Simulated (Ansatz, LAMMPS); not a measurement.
# Structural relaxation of amorphous 75SiO2-25TiO2 (mol %) (96 atoms), part 4 of 4

Wanted: the relaxed structure of amorphous 75SiO2-25TiO2 (mol %) (96 atoms) and its electronic structure.

Ansatz 0.2.0; Kohn-Sham DFT, PBE, PAW (set soft_2), plane waves.

The cell: 24 Si, 8 Ti and 64 O. The quench rate of 50 K/ps is many orders above laboratory rates. The starting topology of bonds comes from the classical model. Only the Γ point is sampled in the main run, in a cell whose shortest periodic width is 11 Å.

So far. Step 4 (Cell and atoms relaxed): The relaxation changed the energy by -57.9 meV/atom, and atoms moved by 0.37 Å r.m.s., 1.1 Å at most. Step 7 (K-mesh 2×2×2): Forces differ from those of the single point at the relaxed geometry by 3.8 meV/Å r.m.s.; the energy by -0.52 meV/atom. It took 2.5 min and 12 cycles; the reference's time can't be set against it, since the two runs asked for unlike analyses.

## Step 8: Functional HSE06

HSE06 mixes in a quarter of exact exchange at short range, which counters self-interaction, at a higher cost.

This step: Kohn-Sham DFT, HSE06, PAW (set soft_2), plane waves (Ansatz 0.2.0).

File input.yaml:

```yaml
crystal:
  lattice:
    - [11.46322, 0.12323, -0.05547]
    - [0.12323, 11.04182, 0.55911]
    - [-0.05547, 0.55911, 11.17576]
  atoms:
    [... the 96 atom lines of step 6 ...]
kpoints:
  mp_grid: { grid: [1, 1, 1] }
hamiltonian:
  xc: hse06
scf:
  occupations: { method: fermi_dirac, width: 0.025 }
output:
  forces: true
  stress: true
  populations: true
  dos:
    method: { smearing: { sigma: 0.08 } }
    de: 0.05
    projected: { site_lists: { O: [O], Si: [Si], Ti: [Ti] } }
  eigenvalues: true
```

On the command line:

```sh
$ ansatz run input.yaml --threads 4 --pin off --max-ram 8192MiB --backend cpu --events-out ev --progress --plain --runs-dir out
```

Numbers of over 12 decimals in the logs are rounded to 6 here.

Log:

```text
Warning: output.stress: scf.convergence.dr2_threshold = 1e-7 eV (the SCF's general default) is looser than the 1.6e-9 eV advised for a printed stress (1e-10 eV for each atom of the cell: 96, of which 16 are counted). What an SCF threshold leaves in a stress goes as its square root, and in the free energy as the threshold itself, and one threshold admits the most on a small cell: [...]
Warning: output.stress: scf.exx.energy_threshold = 1e-6 eV is looser than the 1.6e-7 eV advised for a stress under a hybrid functional (1e-8 eV for each atom of the cell: 96, of which 16 are counted). Every SCF of the exchange loop can meet its threshold on dr2 while the loop round them stops early: [...]
exact exchange: scf.exx.singularity resolves to wigner_seitz, which cuts the screened interaction at the faces of the exchange supercell's Wigner-Seitz cell, so that each pair interacts once, at the shortest of its separations (the periodic images that this leaves out come, [...]
[...]
Crystal: 96 atoms, lattice volume = 1410.775 Å³
Basis set: ecut = 420 eV, 27555 PW (Γ), exchange–correlation on 160×150×150 points (8 copies of the dense FFT grid, shifted against one another)
Bands: 384, of which v1, the nominal top of the filled ones, is band 288 counted from 1 (287 counted from 0)
Symmetry: 1 space group operations
[...]
k-points: 1
[...]
SCF iter   1: F=—  HF=-71678.821399 eV  |F-HF|=—  |Δ(HF+E_count)|=         —  Δρ=3.30e-3  dr2=2.32e-1  ethr=1.77e-3  ⟨swp⟩=15.0  Hψ=2075  notcnv=0
[...]
SCF iter   5: F=—  HF=-71678.821783 eV  |F-HF|=—  |Δ(HF+E_count)|=   2.79e-4  Δρ=4.04e-4  dr2=2.17e-3  ethr=1.50e-6  ⟨swp⟩=4.0  Hψ=736  notcnv=0  defer=7
SCF iter   6: F=-71678.821973 eV  HF=-71678.821914 eV  |F-HF|=5.94e-5  |Δ(HF+E_count)|=   1.31e-4  Δρ=1.41e-4  dr2=1.47e-4  ethr=3.76e-7  ⟨swp⟩=4.0  Hψ=705  notcnv=0  defer=7
SCF 1 stopped early in 6 iterations: F = -71678.821973 eV  dr2 = 1.47e-4
[...]
Exchange kernel: α = 0.2500, screened, ω = 0.2079 Å⁻¹, Wigner–Seitz truncation, v(0) = 956.0229 eV·Å³, q-mesh 1×1×1, nearest image of the exchange supercell L = 11.06 Å, pair-density grid 60×54×54, without the augmentation charges, whose exchange is taken in its separable form (sized by the pseudopotential files, 80×75×75 at the most)
Frozen-core exchange: fock
SCF iter   1: F=—  HF=-71680.409493 eV  |F-HF|=—  |Δ(HF+E_count)|=         —  Δρ=1.73e-2  dr2=6.49e0  ethr=2.56e-7  ⟨swp⟩=19.0  Hψ=2357  notcnv=0
[...]
SCF iter   8: F=—  HF=-71679.107105 eV  |F-HF|=—  |Δ(HF+E_count)|=   4.16e-4  Δρ=1.20e-4  dr2=2.63e-4  ethr=2.56e-7  ⟨swp⟩=6.0  Hψ=753  notcnv=0
SCF iter   9: F=-71679.107036 eV  HF=-71679.107060 eV  |F-HF|=2.32e-5  |Δ(HF+E_count)|=   4.52e-5  Δρ=5.02e-5  dr2=8.50e-5  ethr=3.60e-8  ⟨swp⟩=4.0  Hψ=693  notcnv=0
SCF 2 stopped early in 9 iterations: F = -71679.107036 eV  dr2 = 8.50e-5
  Residual-converged pass: ⟨swp⟩=4.0  Hψ=1156  notcnv=0  max |occ|·‖R‖ = 5.2e-6 eV (tolerance 6.7e-6 eV)  dr2=8.40e-5  dr2_onsite=3.21e-6  max |Δocc| = 0.0e0
[...]
hybrid outer 1: dexx = +3.083e-1 eV, tail = 5.97e-4 eV
[...]
Frozen-core exchange: fock
SCF iter   1: F=—  HF=-71679.100526 eV  |F-HF|=—  |Δ(HF+E_count)|=         —  Δρ=1.08e-4  dr2=2.01e-4  ethr=5.18e-7  ⟨swp⟩=16.0  Hψ=1081  notcnv=0
[...]
SCF iter   6: F=—  HF=-71679.100498 eV  |F-HF|=—  |Δ(HF+E_count)|=   2.42e-7  Δρ=3.40e-6  dr2=1.76e-7  ethr=1.40e-11  ⟨swp⟩=9.0  Hψ=1175  notcnv=0  defer=12
SCF iter   7: F=-71679.100498 eV  HF=-71679.100498 eV  |F-HF|=1.01e-8  |Δ(HF+E_count)|=   3.46e-8  Δρ=8.55e-7  dr2=1.14e-8  ethr=1.40e-11  ⟨swp⟩=6.0  Hψ=852  notcnv=0  defer=7
SCF 3 converged in 7 iterations: F = -71679.100498 eV  dr2 = 1.14e-8
[...]
hybrid outer 2: dexx = +7.929e-6 eV, tail = 1.16e-7 eV, Δε = 8.84e-3 eV (about 1.51e-4 eV left of the loop's levels), ΔF = 2.51e-2 eV/Å (tail 2.26e-3)
[...]
Frozen-core exchange: fock
SCF iter   1: F=—  HF=-71679.100498 eV  |F-HF|=—  |Δ(HF+E_count)|=         —  Δρ=1.47e-6  dr2=3.01e-8  ethr=1.01e-10  ⟨swp⟩=20.0  Hψ=1285  notcnv=9
[...]
SCF iter   2: F=-71679.100498 eV  HF=-71679.100498 eV  |F-HF|=2.15e-9  |Δ(HF+E_count)|=   8.41e-9  Δρ=6.04e-7  dr2=3.63e-9  ethr=5.15e-12 (applied; sched 4.82e-12)  ⟨swp⟩=5.0  Hψ=693  notcnv=0  defer=1
SCF 4 converged in 2 iterations: F = -71679.100498 eV  dr2 = 3.63e-9
[...]
hybrid SCF converged: 3 outer / 18 inner (+6 warm-up), last move |dexx| = 3.73e-9 eV, tail = 7.95e-9 eV
Stability not checked: this state was not tested for a lower state beside it, because the functional holds exact exchange (a hybrid, or Hartree-Fock), whose exchange loop this test does not read (fock_operator; see scf.lower_state_search)
Free energy (F): -71679.100498 eV
Frozen-core exchange: fock
[...]
Internal energy: -71679.100498 eV  (E = F + TS)
E sigma→0 (E₀):  -71679.100498 eV
Fermi energy:    3.278485 eV
[...]
Σ components = -71679.100498   (vs F -71679.100498, Δ=0.00e0)
--- Forces (eV/Å), atoms counted from 1 ---
  atom   1  Si     0.12897727    -0.05964466     0.02260709
  atom   2  Si    -0.10402062     0.04109865    -0.03463111
  atom   3  Si     0.04972615    -0.05943612    -0.08522246
  atom   4  Si     0.02256760    -0.01456676    -0.00803469
[...]
atom  96  O      0.07544126    -0.15789070     0.10061847
  max |Σ_I F_I| component: 9.73e-5 eV/Å
--- Stress (GPa, compression-positive) ---
       -4.910308       0.038414      -0.079347
        0.038412      -4.920935      -0.004259
       -0.079344      -0.004257      -4.787049
  P = ⅓ Tr σ = -4.8728 GPa (-48.728 kbar)
--- Band table (eV) ---
[...]
--- Löwdin populations: 96 sites ---
  site symbol       q [e]
     0     Si      2.1462
     1     Si      2.1934
     2     Si      2.1688
[...]
95      O      6.8124
  spilling = 0.010703 (of n_electrons = 576.000000)
```

Wall time 4.4 min (4 threads of Intel Xeon Platinum 8488C (Sapphire Rapids), shared host); peak memory 4.4 GiB; 17 min of CPU time.

The program notes that the exchange threshold is loose for the stress and the SCF threshold is loose for the stress.

Geometry and reference: those of the single point at the relaxed geometry.

Forces differ from those of the single point at the relaxed geometry by 190 meV/Å r.m.s.; the pressure by -4.9 GPa and the gap by +1.6 eV. It took 4.4 min and 24 cycles; the reference's time can't be set against it, since the two runs asked for unlike analyses.

Read from the output:

```
free energy                                      : -71679.1005 eV
free energy per atom                             : -746.6573 eV/atom
SCF cycles                                       : 24
pressure                                         : -4.873 GPa
r.m.s. force component                           : 0.1894 eV/Å
longest force                                    : 0.635 eV/Å
Fermi energy                                     : 3.278 eV
gap (highest filled to lowest empty level) : 3.776 eV
spilling of the projection                       : 0.0107
```

Length of the force by element and coordination:

```
element  coordination  atoms  mean length of the force (eV/Å)  spread   least   most
      O           all     64                            0.356   0.120  0.0844  0.595
      O             2     61                            0.360   0.120  0.0844  0.595
      O             3      3                            0.261  0.0734   0.202  0.364
     Si           all     24                           0.0986  0.0329   0.028  0.156
     Ti           all      8                            0.321   0.167   0.129  0.635
     Ti             3      1                            0.635       0   0.635  0.635
     Ti             4      4                            0.217   0.105   0.129  0.394
     Ti             5      2                            0.318   0.110   0.208  0.428
     Ti             6      1                            0.431       0   0.431  0.431
```

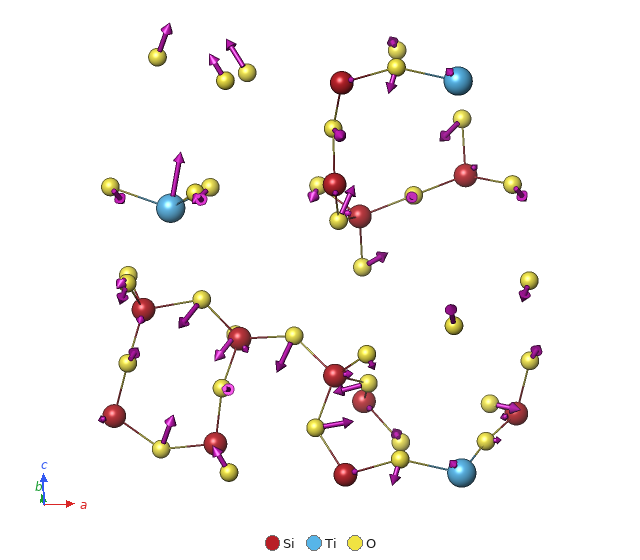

Forces as arrows; the longest in the cell is 0.635 eV/Å. Drawn is a slice 4 Å thick, seen along the normal of the ac plane. Bonds to atoms that aren't drawn are left out.

Löwdin charges by element and coordination (they lack the spilled electrons, 0.064 e an atom on average):

```
element  coordination  atoms  mean charge (e)  spread   least    most
      O           all     64           -0.786  0.0492  -0.873  -0.644
      O             2     61           -0.783  0.0488  -0.844  -0.644
      O             3      3           -0.836  0.0267  -0.873  -0.812
     Si           all     24             1.82  0.0229    1.78    1.85
     Ti           all      8             1.60  0.0206    1.57    1.62
     Ti             3      1             1.62       0    1.62    1.62
     Ti             4      4             1.60  0.0114    1.58    1.61
     Ti             5      2             1.60  0.0279    1.57    1.62
     Ti             6      1             1.57       0    1.57    1.57
```

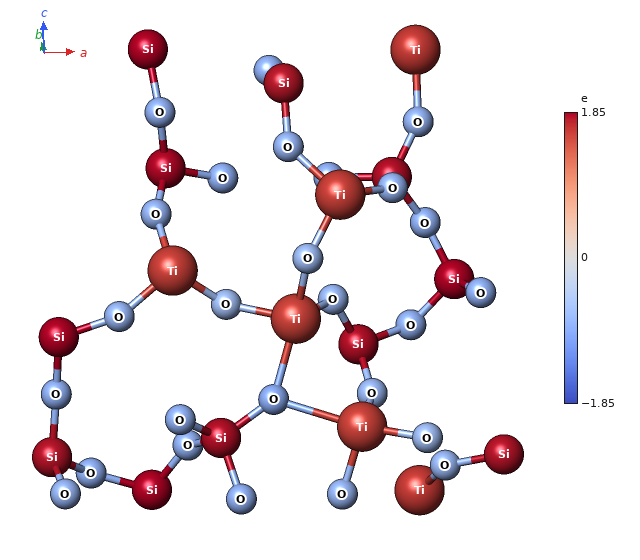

Atoms coloured by Löwdin charge. Drawn is a slice 4 Å thick, seen along the normal of the ac plane.

Density of states as counts of states in windows of 1 eV (from the Fermi level), total and the larger projections:

```
from (eV)  to (eV)  total   O p  Ti d  Si p
      -14      -13    0.0   0.0   0.0   0.0
      -13      -12    2.0   1.3   0.0   0.1
      -12      -11    9.1   6.1   0.0   0.4
      -11      -10   14.1   9.7   0.1   1.0
      -10       -9   13.1   9.3   0.1   1.4
       -9       -8   25.8  19.6   0.2   4.6
       -8       -7   33.5  25.3   1.7   4.6
       -7       -6   37.1  28.9   2.7   3.2
       -6       -5   64.8  54.9   4.3   2.6
       -5       -4   79.3  71.5   3.6   1.7
       -4       -3   72.7  68.2   1.9   0.9
       -3       -2   30.7  29.4   0.4   0.2
       -2       -1    2.0   1.9   0.0   0.0
       -1        1    0.0   0.0   0.0   0.0
        1        2    1.9   0.2   1.5   0.0
        2        3   10.5   1.2   8.7   0.1
        3        4   24.9   3.2  19.7   0.5
        4        5   26.3   4.0  17.6   0.6
```

Between -26 and -14 eV lie 128 more states.

About 64 of the 576 electrons lie in deeper levels, below the stored range.

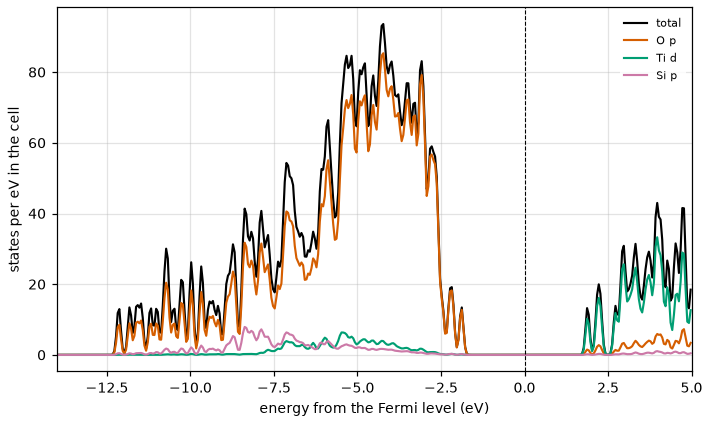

Total and projected density of states, with the broadening of the input.

The levels nearest the highest filled one (over half full), pooled over k-points and spins:

```
level less the highest filled one (eV)  occupation
                                -0.734           2
                                -0.694           2
                                -0.571           2
                                -0.358           2
                                -0.264           2
                                     0           2
                                  3.78           0
                                  4.07           0
                                  4.16           0
                                  4.61           0
                                  4.78           0
                                  4.84           0
```

## Step 9: Functional r2SCAN (500 eV)

The meta-GGA r2SCAN uses the kinetic energy density as well as the density and its gradient. Besides, the cutoff goes from 420 to 500 eV.

This step: Kohn-Sham DFT, r2SCAN, PAW (set soft_2), plane waves (Ansatz 0.2.0).

input.yaml: that of step 8 with these lines changed.

```diff
@@ -10,3 +10,3 @@
 hamiltonian:
-  xc: hse06
+  xc: r2scan
 scf:
```

Log:

```text
[...]
Crystal: 96 atoms, lattice volume = 1410.775 Å³
Basis set: ecut = 500 eV, 35811 PW (Γ), exchange–correlation on 360×324×360 points (64 copies of the dense FFT grid, shifted against one another)
Bands: 384, of which v1, the nominal top of the filled ones, is band 288 counted from 1 (287 counted from 0)
Symmetry: 1 space group operations
[...]
k-points: 1
[...]
SCF iter   1: F=—  HF=-71879.244918 eV  |F-HF|=—  |Δ(HF+E_count)|=         —  Δρ=1.40e-2  dr2=3.65e0  dr2_τ=7.49e0  ethr=1.77e-3  ⟨swp⟩=5.0  Hψ=1546  notcnv=0  defer=59
[...]
SCF iter  11: F=—  HF=-71880.973469 eV  |F-HF|=—  |Δ(HF+E_count)|=   1.14e-6  Δρ=7.83e-6  dr2=9.58e-7  dr2_τ=1.26e-7  ethr=3.59e-10  ⟨swp⟩=2.0  Hψ=566  notcnv=0  defer=92
SCF iter  12: F=-71880.973470 eV  HF=-71880.973469 eV  |F-HF|=1.38e-7  |Δ(HF+E_count)|=   2.91e-7  Δρ=1.96e-6  dr2=7.36e-8  dr2_τ=6.08e-9  ethr=1.74e-11  ⟨swp⟩=14.0  Hψ=2352  notcnv=0
SCF 1 converged in 12 iterations: F = -71880.973470 eV  dr2 = 7.36e-8
[...]
SCF converged after 12 iterations
Free energy (F): -71880.973470 eV
[...]
Internal energy: -71880.973470 eV  (E = F + TS)
E sigma→0 (E₀):  -71880.973470 eV
Fermi energy:    3.457365 eV
[...]
Σ components = -71880.973470   (vs F -71880.973470, Δ=0.00e0)
--- Forces (eV/Å), atoms counted from 1 ---
  atom   1  Si     0.09881628    -0.02747524     0.04117635
  atom   2  Si    -0.05837223     0.02405060    -0.02494878
  atom   3  Si     0.03940412    -0.04782870    -0.03850888
  atom   4  Si    -0.00622865     0.01169769    -0.03009265
[...]
atom  96  O      0.06037404    -0.15836639     0.05252083
  max |Σ_I F_I| component: 1.80e-4 eV/Å
--- Stress (GPa, compression-positive) ---
       -4.309736       0.017170      -0.016242
        0.017171      -4.361372       0.008016
       -0.016242       0.008017      -4.314891
  P = ⅓ Tr σ = -4.3287 GPa (-43.287 kbar)
--- Band table (eV) ---
[...]
--- Löwdin populations: 96 sites ---
  site symbol       q [e]
     0     Si      2.1415
     1     Si      2.1897
     2     Si      2.1646
[...]
95      O      6.8135
  spilling = 0.010413 (of n_electrons = 576.000000)
```

Run time: 41 s. Hardware: 4 threads; peak memory 4.1 GiB; 2.6 min of CPU time.

Geometry and reference: those of the single point at the relaxed geometry.

Forces differ from those of the single point at the relaxed geometry by 146 meV/Å r.m.s.; the pressure by -4.3 GPa and the gap by +0.33 eV. It took 41 s and 12 cycles; the reference's time can't be set against it, since the two runs asked for unlike analyses.

## Step 10: Functional PBEsol

PBEsol restores the gradient expansion of exchange for slowly varying densities and usually gives shorter bonds in solids than PBE.

This step: Kohn-Sham DFT, PBEsol, PAW (set soft_2), plane waves (Ansatz 0.2.0).

input.yaml: that of step 9 with these lines changed.

```diff
@@ -10,3 +10,3 @@
 hamiltonian:
-  xc: r2scan
+  xc: pbesol
 scf:
```

Log:

```text
[...]
Crystal: 96 atoms, lattice volume = 1410.775 Å³
Basis set: ecut = 420 eV, 27555 PW (Γ), exchange–correlation on 160×150×150 points (8 copies of the dense FFT grid, shifted against one another)
Bands: 384, of which v1, the nominal top of the filled ones, is band 288 counted from 1 (287 counted from 0)
Symmetry: 1 space group operations
[...]
k-points: 1
[...]
SCF iter   1: F=—  HF=-70707.524425 eV  |F-HF|=—  |Δ(HF+E_count)|=         —  Δρ=1.17e-2  dr2=1.58e0  ethr=1.77e-3  ⟨swp⟩=5.0  Hψ=1546  notcnv=0  defer=60
[...]
SCF iter  12: F=—  HF=-70707.116370 eV  |F-HF|=—  |Δ(HF+E_count)|=   3.08e-7  Δρ=3.87e-6  dr2=2.47e-7  ethr=1.35e-10  ⟨swp⟩=2.0  Hψ=569  notcnv=0  defer=92
SCF iter  13: F=-70707.116370 eV  HF=-70707.116370 eV  |F-HF|=8.32e-9  |Δ(HF+E_count)|=   2.15e-8  Δρ=1.59e-6  dr2=4.31e-8  ethr=1.74e-11  ⟨swp⟩=14.0  Hψ=2354  notcnv=0
SCF 1 converged in 13 iterations: F = -70707.116370 eV  dr2 = 4.31e-8
[...]
SCF converged after 13 iterations
Free energy (F): -70707.116370 eV
[...]
Internal energy: -70707.116370 eV  (E = F + TS)
E sigma→0 (E₀):  -70707.116370 eV
Fermi energy:    3.591524 eV
[...]
Σ components = -70707.116370   (vs F -70707.116370, Δ=0.00e0)
--- Forces (eV/Å), atoms counted from 1 ---
  atom   1  Si    -0.00915578     0.02885499    -0.04428987
  atom   2  Si     0.06285903    -0.00020553     0.00783922
  atom   3  Si    -0.02757273     0.03429885    -0.09256629
  atom   4  Si    -0.05082687    -0.00916287     0.00670868
[...]
atom  96  O      0.05073785     0.00068071     0.02738704
  max |Σ_I F_I| component: 1.47e-4 eV/Å
--- Stress (GPa, compression-positive) ---
       -2.826352      -0.007076       0.001452
       -0.007076      -2.785569       0.027303
        0.001453       0.027303      -2.761942
  P = ⅓ Tr σ = -2.7913 GPa (-27.913 kbar)
--- Band table (eV) ---
[...]
--- Löwdin populations: 96 sites ---
  site symbol       q [e]
     0     Si      2.2341
     1     Si      2.2829
     2     Si      2.2563
[...]
95      O      6.7621
  spilling = 0.010564 (of n_electrons = 576.000000)
```

Run time: 15 s. Hardware: 4 threads; peak memory 1.9 GiB; 57 s of CPU time.

Geometry and reference: those of the single point at the relaxed geometry.

Forces differ from those of the single point at the relaxed geometry by 72 meV/Å r.m.s.; the pressure by -2.8 GPa and the gap by +0.0072 eV.

## Step 11: Cost against change

Each row is set against the single point at the relaxed geometry (Kohn-Sham DFT, PBE, PAW (set soft_2), plane waves; r.m.s. force component 0.00689 eV/Å). Energies are set beside the reference only for runs with its functional, potentials and electron count. Times are for 4 threads of Intel Xeon Platinum 8488C (Sapphire Rapids), shared host. The reference's time includes grids, which some other runs skip.

```
                       run  Δ force, r.m.s. (meV/Å)  Δ energy (meV/atom)  Δ pressure (GPa)  Δ gap (eV)  cycles     time  host memory (GiB)
                 reference                        -                    -                 -           -      12     18 s                1.9
              k-mesh 2×2×2                     3.83               -0.516            9.0e-4     -0.0017      12  2.5 min                6.3
          functional HSE06                      190                    -             -4.87        1.60      24  4.4 min                4.4
functional r2SCAN (500 eV)                      146                    -             -4.33       0.332      12     41 s                4.1
         functional PBEsol                     71.8                    -             -2.79      0.0072      13     15 s                1.9
```

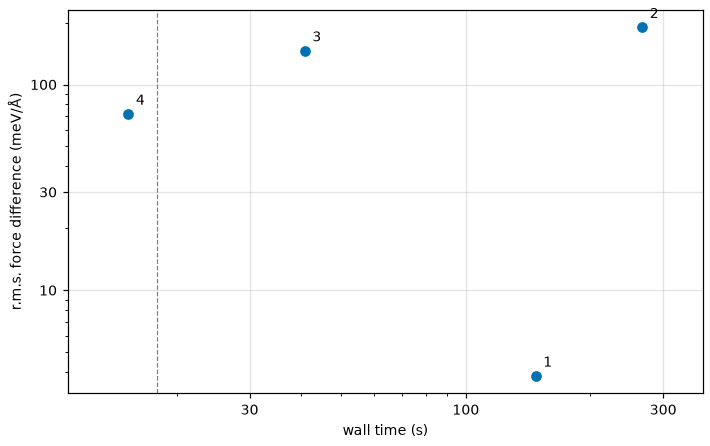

Force difference from the reference against wall time; the dashed line marks the reference's time. Points: 1 k-mesh 2×2×2; 2 functional HSE06; 3 functional r2SCAN (500 eV); 4 functional PBEsol.

## Step 12: Results

```yaml
energy_change_in_the_relaxation: -57.94 meV/atom
r_m_s_displacement: 0.368 Å
largest_displacement: 1.05 Å
free_energy_per_atom: -746.6537 eV/atom
pressure: 0.001509 GPa
r_m_s_force_component: 0.00689 eV/Å
spacing_of_highest_filled_and_lowest_empty_level: 2.177 eV
wall_time_of_the_7_dft_runs: 12 min
```

In words: Relaxation lowers the energy by 57.9 meV/atom and moves atoms by 0.37 Å r.m.s.; the r.m.s. force component goes from 0.83 to 0.0069 eV/Å. Displacements are taken in the final cell, so they leave out its strain. By the final cutoffs 1 of 130 bonded pairs parted and 2 joined. The cell grew by 1.7 % in volume. From the first step to the last the energy fell by 5.562 eV, across changes of basis, and the largest move was 1.05 Å (O43). The O-Ti bonds change most in mean length: from 1.840 Å (spread 0.140) to 1.885 Å (spread 0.153), and their number from 34 to 35. With the cutoffs above, 95 % of O atoms have 2, all Si atoms have 4 and 50 % of Ti atoms have 4 bonded neighbours. Counting bonds to Si alone, not to Ti, 58 % of the oxygens join two of these atoms and 34 % one; 8 % join none. Between filled and empty levels lie 2.18 eV (at Γ alone); a semilocal functional tends to put such gaps too low. In a disordered cell it changes from sample to sample, and tail or defect levels can set it.

Among the changes of functional, dispersion, potentials or spin, functional HSE06 moves the forces most, by 190 meV/Å r.m.s. The gap changes by +1.60 eV with HSE06.

**Limits.** The network of bonds at the start is that of the classical potential that made the cell; in DFT 1 of its 130 bonded pairs passed out of the cutoffs and 2 came within them.

[Logs are printed without paths, hosts, clocks, repeated set-up lines and the standing remarks that a program may print on its own settings, such as how far it seeks lower states.]

[Hosts, paths, dates, database ids (printed as entryN), source tags and the programs' standing remarks are cut or masked in the printed files.]
